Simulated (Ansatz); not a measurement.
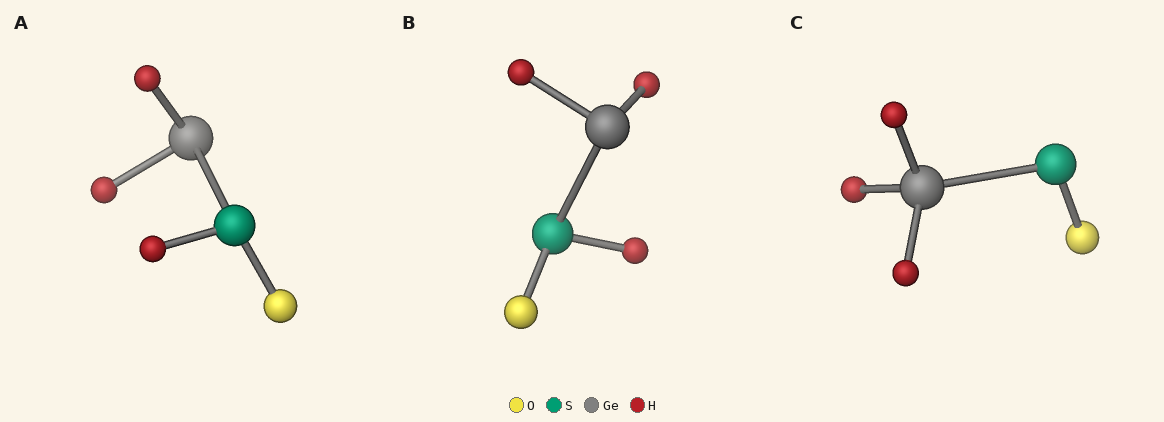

3 stationary structures of one formula. State: charge −1, singlet. Geometries: PBE0-D4/def2-TZVPD. Electronic energies: RHF-CCSD(T) (frozen core)/def2-TZVPPD (Ansatz 0.2.0), without zero-point energy. No frequency run is at hand to confirm each as a minimum.

Question: Which structure is the most stable?

Answer: C is lowest (Cs); B lies 5.4 kcal/mol above it (C1), A lies 6.3 kcal/mol above it (C1).
